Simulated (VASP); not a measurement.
Here is the system:

```
CELL_PARAMETERS angstrom
      2.89958     0.00000     0.00000
      0.00000     2.89958     0.00000
      0.00000     0.00000     2.89958
ATOMIC_POSITIONS crystal
  B  0.00000 0.00000 0.00000
  As 0.50000 0.50000 0.50000
```

Computed with PBEsol GGA, VASP's PBE PAW potentials (set 64) (plane waves; VASP). Numerical set-up: 520 eV cut-off, 14×14×14 Γ-centred mesh, tetrahedra with Blöchl corrections, potentials B As.

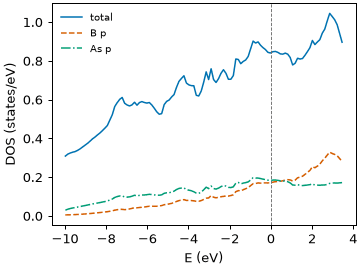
Total and projected density of states, zero at the Fermi level

Within 2 eV below the Fermi level the largest weight inside VASP's projection spheres is As p, then B p.

It has no gap at this level: it comes out as a metal or semimetal.

The structure was generated: BAs was put into the CsCl type type (Pm-3m), which need not be its known phase. It was relaxed first, which changed the volume by +33 %. VASP warned that the highest band is occupied, so more bands are needed.
